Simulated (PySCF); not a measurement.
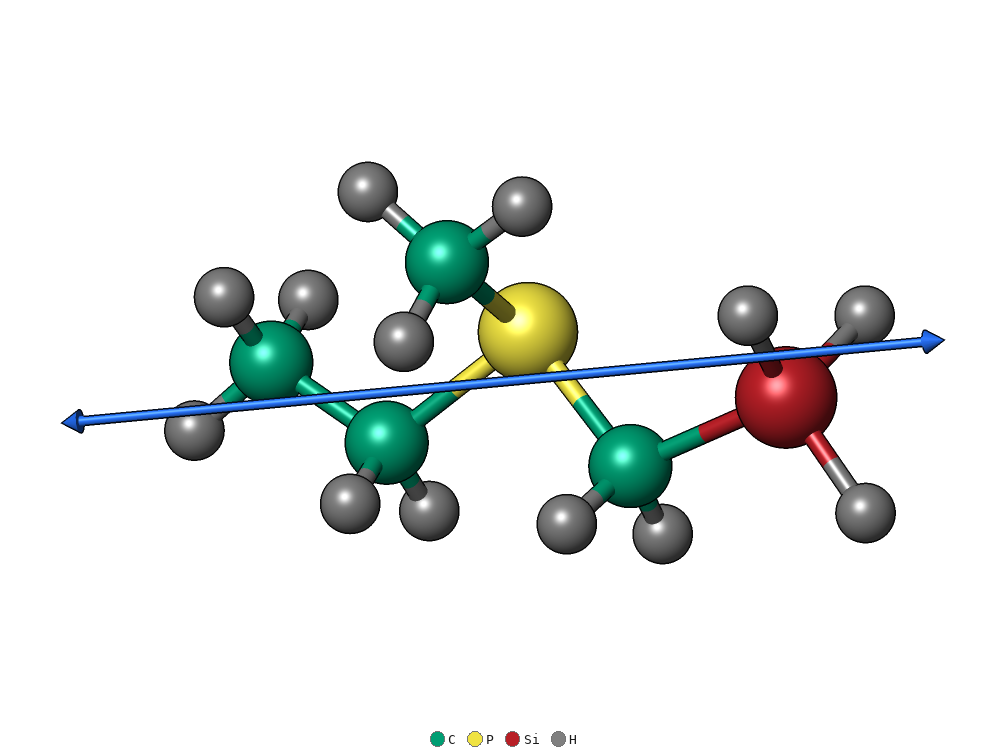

The double arrow shows the direction of the transition dipole to excited singlet state 3 (its length means nothing). The computed structure is the end point of a GFN2-xTB optimisation. No frequency run is at hand to confirm it as a minimum. Properties computed with TDDFT CAM-B3LYP/def2-SVPD, vertical, gas phase, core orbitals frozen in the response (PySCF 2.14.0).

### Where does the transition lie, and how strong is it?

6.59 eV (188 nm), oscillator strength 0.045, of mixed character, with the largest part HOMO → LUMO+1 (weight 0.42); transition dipole 1.35 D.

The geometry is semi-empirical. Around P, Si such bond lengths and angles can be off by a tenth of an ångström or more and by several degrees, and values that hang on the shape move with them.
